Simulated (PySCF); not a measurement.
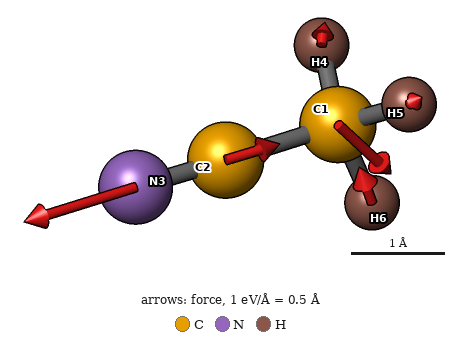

Starting geometry of C2H3N with the computed forces as red arrows. The picture is a ball-and-stick view, seen at a tilt.

The start comes from GFN2-xTB. Its atoms were then displaced at random by about 0.01 Å.

All numbers below come from PySCF 2.14.0, density-fitted response routines, PBE0-D3(BJ)/def2-TZVP geometry optimisation, gas phase. 

Is this structure relaxed? If not, where do the atoms go?

It isn't relaxed: the largest force vector, on N3, is 2.82 eV/Å. The final displacements follow the starting forces only in part (cosine between the two patterns 0.64). The atom that moves furthest after the best rigid fit is N3 (0.044 Å). By element the largest moves are N 0.044 Å, H 0.037 Å, C 0.027 Å. Among the contacts that change: C1–C2 1.411 → 1.449 Å, C1–H6 1.127 → 1.091 Å, C2–N3 1.128 → 1.149 Å, C1–H4 1.075 → 1.091 Å. Over 6 geometry steps the energy falls by 1.99 kcal/mol. The run took 13 s on 1 thread of AMD EPYC 9R45 96-Core Processor, with other jobs on the host.
